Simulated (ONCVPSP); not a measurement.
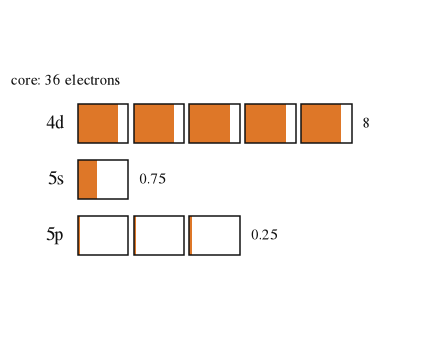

Figure 1. The valence shells of the reference configuration: a box for each of the 2l + 1 orbitals, shaded by the share of the shell that is filled, with the electron count at the right. The shells are those of the unaltered input.

Pseudopotential generation, with input and output: Rh

System: rhodium (Rh, Z = 45), core [Kr], reference valence 4d8 5s0.75 5p0.25, valence charge 9. (This line and the method describe the unaltered input from which the odd one was made.)
Method: ONCV potential, PBE, scalar-relativistic, made with ONCVPSP 4.0.1.

**Input**
```
# ATOM AND REFERENCE CONFIGURATION
# atsym  z   nc   nv     iexc    psfile
  Rh 45.00    8    3        4      upf
#
#   n    l    f
    1    0    2.00
    2    0    2.00
    2    1    6.00
    3    0    2.00
    3    1    6.00
    3    2   10.00
    4    0    2.00
    4    1    6.00
    4    2    8.00
    5    0    0.75
    5    1    0.25
#
# PSEUDOPOTENTIAL AND OPTIMIZATION
# lmax
    2
#
#   l,   rc,      ep,       ncon, nbas, qcut
    0    2.80    0.00    4    8    2.00
    1    2.60    0.00    4    8    2.60
    2    1.95    0.00    3    7    6.40
#
# LOCAL POTENTIAL
# lloc, lpopt,  rc(5),   dvloc0
    4    4    1.55    0.00
#
# VANDERBILT-KLEINMAN-BYLANDER PROJECTORs
# l, nproj, debl
    0    2    0.60
    1    3    1.00
    2    3    0.70
#
# MODEL CORE CHARGE
# icmod, fcfact, rcfact
    1   20.00    0.00
#
# LOG DERIVATIVE ANALYSIS
# epsh1, epsh2, depsh
   -2.00    5.00    0.02
#
# OUTPUT GRID
# rlmax, drl
    6.00    0.01
#
# TEST CONFIGURATIONS
# ncnf
    4
# nvcnf
#   n    l    f
    3
    4    2    8.00
    5    0    1.00
    5    1    0.00
#
    3
    4    2    8.00
    5    0    0.00
    5    1    0.00
#
    3
    4    2    7.00
    5    0    0.00
    5    1    0.00
#
    3
    4    2    8.00
    5    0    0.00
    5    1    1.00
#
```

Hardware: 1 CPU thread, shared host.

Command:
```bash
oncvpsp.x < Rh.dat > Rh.out
```

**Log (extracts)**
```
ONCVPSP  (Optimized Norm-Conservinng Vanderbilt PSeudopotential)
scalar-relativistic version 4.0.1

#   n    l    f        energy (Ha)
    1    0    2.00    -8.4668186E+02
    2    0    2.00    -1.2276209E+02
    2    1    6.00    -1.1001913E+02
    3    0    2.00    -2.1951024E+01
    3    1    6.00    -1.7761691E+01
    3    2   10.00    -1.1064079E+01
    4    0    2.00    -3.0492952E+00
    4    1    6.00    -1.8707674E+00
    4    2    8.00    -2.3563259E-01
    5    0    0.75    -1.7028107E-01
    5    1    0.25    -4.0971674E-02

Reference configufation results
  iterations    30
  all-electron total energy (Ha)   -4.78408386D+03

Begin loop to  construct optimized pseudo wave functions
and semi-local pseudopoentials for all angular momenta

   Wellstate for l =  0  n =  6
     eigenvalue =   0.4297
     asymptotic potential =   0.9297
     half-point radius =  5.5592

Calculating optimized projector #   1

 for l=   0

    Fraction of norm inside rc  0.409604
    Optimizing pswf for qcut=   1.99 a_B^-1,  ecut=   1.99 Ha
    Residual kinetic energy error=  5.05D-03 Ha

    Energy error per electron        Cutoff
         Ha          eV             Ha
         0.01000     0.27211        1.46
         0.00100     0.02721        8.31
         0.00010     0.00272       20.46
         0.00001     0.00027       24.01

Calculating optimized projector #   2

 for l=   0

    Fraction of norm inside rc  0.242505
    Optimizing pswf for qcut=   1.99 a_B^-1,  ecut=   1.99 Ha
    Residual kinetic energy error=  1.94D-02 Ha

    Energy error per electron        Cutoff
         Ha          eV             Ha
         0.01000     0.27211        2.34
         0.00100     0.02721        6.15
         0.00010     0.00272       17.93
         0.00001     0.00027       28.68

   Wellstate for l =  1  n =  6
     eigenvalue =   0.9590
     asymptotic potential =   1.4590
     half-point radius =  4.5413

   Wellstate for l =  1  n =  7
     eigenvalue =   1.9590
     asymptotic potential =   2.4590
     half-point radius =  4.7961

Calculating optimized projector #   1

 for l=   1

    Fraction of norm inside rc  0.086554
    Optimizing pswf for qcut=   2.61 a_B^-1,  ecut=   3.39 Ha
    Residual kinetic energy error=  1.19D-04 Ha

    Energy error per electron        Cutoff
         Ha          eV             Ha
         0.01000     0.27211        0.46
         0.00100     0.02721        1.81
         0.00010     0.00272        3.68
         0.00001     0.00027        9.76

Calculating optimized projector #   2

 for l=   1

    Fraction of norm inside rc  0.286679
    Optimizing pswf for qcut=   2.61 a_B^-1,  ecut=   3.39 Ha
    Residual kinetic energy error=  1.50D-02 Ha

    Energy error per electron        Cutoff
         Ha          eV             Ha
         0.01000     0.27211        4.47
         0.00100     0.02721       33.81
         0.00010     0.00272       40.96
         0.00001     0.00027       52.84

Calculating optimized projector #   3

 for l=   1

    Fraction of norm inside rc  0.162036
    Optimizing pswf for qcut=   2.61 a_B^-1,  ecut=   3.39 Ha
    Residual kinetic energy error=  6.38D-02 Ha

    Energy error per electron        Cutoff
         Ha          eV             Ha
         0.01000     0.27211        5.47
         0.00100     0.02721       46.45
         0.00010     0.00272       53.60
         0.00001     0.00027       71.15

   Wellstate for l =  2  n =  5
     eigenvalue =   0.4644
     asymptotic potential =   0.9644
     half-point radius =  4.9379

   Wellstate for l =  2  n =  6
     eigenvalue =   1.1644
     asymptotic potential =   1.6644
     half-point radius =  5.2101

Calculating optimized projector #   1

 for l=   2

    Fraction of norm inside rc  0.752881
    Optimizing pswf for qcut=   6.41 a_B^-1,  ecut=  20.53 Ha
    Residual kinetic energy error=  7.05D-05 Ha

    Energy error per electron        Cutoff
         Ha          eV             Ha
         0.01000     0.27211       14.37
         0.00100     0.02721       17.40
         0.00010     0.00272       20.31
         0.00001     0.00027       53.44

Calculating optimized projector #   2

 for l=   2

    Fraction of norm inside rc  0.109400
    Optimizing pswf for qcut=   6.41 a_B^-1,  ecut=  20.53 Ha
    Residual kinetic energy error=  4.46D-05 Ha

    Energy error per electron        Cutoff
         Ha          eV             Ha
         0.01000     0.27211       13.10
         0.00100     0.02721       16.70
         0.00010     0.00272       19.60
         0.00001     0.00027       27.78

Calculating optimized projector #   3

 for l=   2

    Fraction of norm inside rc  0.082425
    Optimizing pswf for qcut=   6.41 a_B^-1,  ecut=  20.53 Ha
    Residual kinetic energy error=  1.10D-04 Ha

    Energy error per electron        Cutoff
         Ha          eV             Ha
         0.01000     0.27211       13.86
         0.00100     0.02721       17.69
         0.00010     0.00272       20.62
         0.00001     0.00027       30.69

Construct Vanderbilt / Kleinmman-Bylander projectors

B matrix Hermiticity error, ll=   0
   1   2    2.4121E-05

  Orthonormal projector coefficients  4.6825E+00  1.0719E+00

B matrix Hermiticity error, ll=   1
   1   2    2.6585E-05
   1   3   -4.9041E-05
   2   3    6.0038E-05

  Orthonormal projector coefficients -1.9454E+01  3.8670E+00  6.7358E-01

B matrix Hermiticity error, ll=   2
   1   2    6.0579E-05
   1   3   -1.1090E-04
   2   3    2.8705E-05

  Orthonormal projector coefficients -4.9851E+00 -1.9819E+00 -6.4724E-01

Model core correction analysis
  based on d2Exc/dn_idn_j

d2excae - all-electron derivatives

   -1.789861D-02   -5.993446D-03   -1.422090D-03
   -6.406594D-03   -9.177058D-03   -2.583924D-03
   -1.706504D-03   -2.954123D-03   -8.906683D-04

d2excps - pseudofunction derivatives with no core correction

   -2.891175D-02   -7.353923D-03   -1.636576D-03
   -7.848203D-03   -9.585910D-03   -2.767663D-03
   -1.976831D-03   -3.210561D-03   -9.664220D-04

rms 2nd derivative error    3.735863E-03

Polynomial model core charge

d2excps - pseudofunction derivatives with core correction

   -1.878305D-02   -6.311024D-03   -1.519835D-03
   -6.724102D-03   -8.745829D-03   -2.577570D-03
   -1.804157D-03   -2.947584D-03   -9.005202D-04

rms 2nd derivative error    3.634920E-04

Pseudoatom total energy  -22.196662

Diagnostic tests using Vanderbilt-Kleinman-Bylander pseudopotentials
  1 or more projectors used as specified by nproj input data

   l    rcore       rmatch      e in        delta e   norm test  slope test

   0   2.8155120   2.9009971  -0.1702811  -0.0000004   1.0000149   1.0000214
   0   2.8155120   2.9009971   0.4297189  -0.0000012   1.0002753   1.0002753

   1   2.6048555   2.6839446  -0.0409717   0.0000003   1.0000100   1.0000077
   1   2.6048555   2.6839446   0.9590283   0.0000022   1.0001159   1.0001159
   1   2.6048555   2.6839446   1.9590283   0.0000018   1.0001565   1.0001565

   2   1.9547020   2.0140510  -0.2356326  -0.0000549   1.0000518   0.9999424
   2   1.9547020   2.0140510   0.4643674   0.0000070   1.0001675   1.0001675
   2   1.9547020   2.0140510   1.1643674   0.0000154   1.0002465   1.0002465

 Testing for bound ghosts
   n   l    E NL Schr. Eq   E Basis Diag.   E Cutoff

   1   0       -0.170281       -0.168539     32.91

       1                       -1.448699     57.80  WARNING - GHOST(-)
   2   1       -0.040971       -0.015969     57.80

   3   2       -0.235688       -0.234599     90.25

 Testing for highly-localized positive-energy ghosts
       l    <radius>/rc     E Basis Diag.   E Cutoff

       0        0.217014        0.488189     32.91  WARNING - GHOST(+)

       1        0.349207       25.684161     57.80  WARNING - GHOST(+)

Test configuration 0

   n   l     f        eae           eps        diff
   1   0  2.0000 -846.68185811
   2   0  2.0000 -122.76209211
   2   1  6.0000 -110.01912816
   3   0  2.0000  -21.95102369
   3   1  6.0000  -17.76169140
   3   2 10.0000  -11.06407878
   4   0  2.0000   -3.04929518
   4   1  6.0000   -1.87076736
   4   2  8.0000   -0.23563259   -0.23568752   -5.49D-05
   5   0  0.7500   -0.17028107   -0.17028149   -4.20D-07
   5   1  0.2500   -0.04097167   -0.04097137    2.99D-07

    Total energies and differences
      AE_ref= -4.78408386D+03  AE_tst= -4.78408386D+03  dif=  0.00D+00
      PS_ref= -2.21966620D+01  PS_tst= -2.21966620D+01  dif=  1.07D-14
      PSP excitation error= -1.07D-14

Test configuration 1

   n   l     f        eae           eps        diff
   1   0  2.0000 -846.66443137
   2   0  2.0000 -122.74521940
   2   1  6.0000 -110.00223373
   3   0  2.0000  -21.93392133
   3   1  6.0000  -17.74459248
   3   2 10.0000  -11.04702921
   4   0  2.0000   -3.03163420
   4   1  6.0000   -1.85293593
   4   2  8.0000   -0.21830311   -0.21819189    1.11D-04
   5   0  1.0000   -0.15803561   -0.15801731    1.83D-05

    Total energies and differences
      AE_ref= -4.78408386D+03  AE_tst= -4.78411580D+03  dif= -3.19D-02
      PS_ref= -2.21966620D+01  PS_tst= -2.22286033D+01  dif= -3.19D-02
      PSP excitation error=  2.55D-06

Test configuration 2

   n   l     f        eae           eps        diff
   1   0  2.0000 -846.94630704
   2   0  2.0000 -123.02301999
   2   1  6.0000 -110.28026794
   3   0  2.0000  -22.21299883
   3   1  6.0000  -18.02365717
   3   2 10.0000  -11.32575682
   4   0  2.0000   -3.31425982
   4   1  6.0000   -2.13680404
   4   2  8.0000   -0.49917926   -0.49954952   -3.70D-04

    Total energies and differences
      AE_ref= -4.78408386D+03  AE_tst= -4.78384162D+03  dif=  2.42D-01
      PS_ref= -2.21966620D+01  PS_tst= -2.19541966D+01  dif=  2.42D-01
      PSP excitation error= -2.27D-04

Test configuration 3

psatom: WARNING lschvkbb convergence error n,l,iter=   2   1   4
ea(ii),et,emin,emax -4.504250E-02 -4.954675E-02 -4.954675E-02 -4.954675E-02
run_config: WARNING for fully non-local PS atom, stg. 1
 WARNING no output for configuration 4

Test configuration 4

   n   l     f        eae           eps        diff
   1   0  2.0000 -846.72785502
   2   0  2.0000 -122.80649942
   2   1  6.0000 -110.06358741
   3   0  2.0000  -21.99612517
   3   1  6.0000  -17.80678115
   3   2 10.0000  -11.10902582
   4   0  2.0000   -3.09596011
   4   1  6.0000   -1.91785831
   4   2  8.0000   -0.28095943   -0.28179338   -8.34D-04
   5   1  1.0000   -0.06283779   -0.06282115    1.66D-05

    Total energies and differences
      AE_ref= -4.78408386D+03  AE_tst= -4.78398336D+03  dif=  1.01D-01
      PS_ref= -2.21966620D+01  PS_tst= -2.20960872D+01  dif=  1.01D-01
      PSP excitation error= -7.43D-05
```

**What the run reported**

- outcome: generated, with a ghost state
- ghost flags of the generator: 1 GHOST(-), 2 GHOST(+)
- largest excitation error printed: 6.2 meV
- wall time: 3.5 s

**What is odd here**

One thing in this input was made odd on purpose: model core set to icmod 1, fcfact 20.00, rcfact 0.00. The program ran to the end. The all-electron atom is untouched: its total energy equals that from the unaltered input (−4784.0839 Ha). The pseudo-atom's total energy moves by −0.53 Ha, so the potential, or the configuration in which it is tested, is another one. The unaltered input has a GHOST(-) flag too. The potential has a bound ghost state, so it can't be used as it stands. Warnings of the program, in the generation or the tests: psatom: WARNING lschvkbb convergence error n,l,iter= 2 1 4.
